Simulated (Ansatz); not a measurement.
TiO2 (anatase)

```xyz
6
Lattice="-1.8889 1.8889 4.7919 1.8889 -1.8889 4.7919 1.8889 1.8889 -4.7919" Properties=species:S:1:pos:R:3 pbc="T T T"
Ti     0.0000     0.0000     4.7919
Ti     1.8889     0.0000     2.3959
O      0.0000     0.0000     2.8055
O      1.8889     0.0000     0.4095
O      1.8889     0.0000     4.3824
O      0.0000     0.0000     6.7783
```

Two coordinates are scanned: the volume, and the ratio of the stretch along z (the conventional c axis) to the stretch across it. Atoms keep their fractional coordinates.

Level of theory: r2SCAN (plane waves to 500 eV, PAW, scalar-relativistic; Ansatz, a quantum-chemistry and plane-wave program). k mesh 12×12×12 (Γ-centred), Fermi-Dirac smearing 0.05 eV. Energies are smeared free energies. Stress and pressure are positive under compression. As the atoms are clamped, bonds stretch with the cell, which overstates energies and stresses. TiO2 is run without spin polarisation. TiO2 was relaxed with its symmetry unable to fall. The zero of ΔE is the relaxed starting cell.

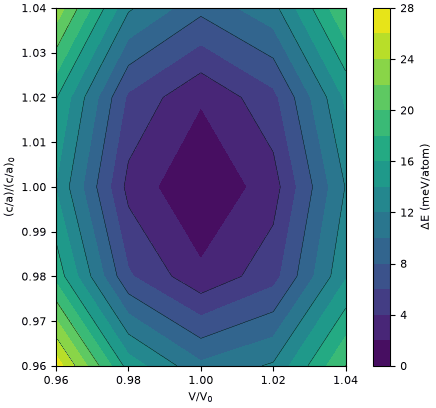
ΔE (meV/atom) over the 5×5 grid of computed points.

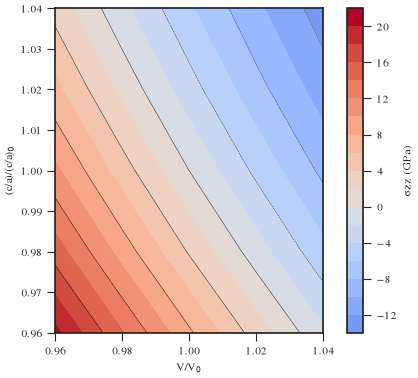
σzz (GPa) over the 5×5 grid of computed points.

The modulus against c/a change at fixed volume, (3/4V)·∂²E/∂(ln c/a)² (fit, atoms clamped) is 124 GPa, an upper bound as the atoms could relax. Highest place on the grid: V/V₀ = 0.960, (c/a)/(c/a)₀ = 0.960 (27.1 meV/atom). Lowest place on the grid: V/V₀ = 1.000, (c/a)/(c/a)₀ = 1.000 (0.0 meV/atom).

Near the relaxed cell σzz − σxx = −2Cδ (compression positive), C being this modulus and δ the logarithm of the ratio.

(A scan under strain: stresses follow from slopes of the energy per volume, elastic moduli from its curvatures.)
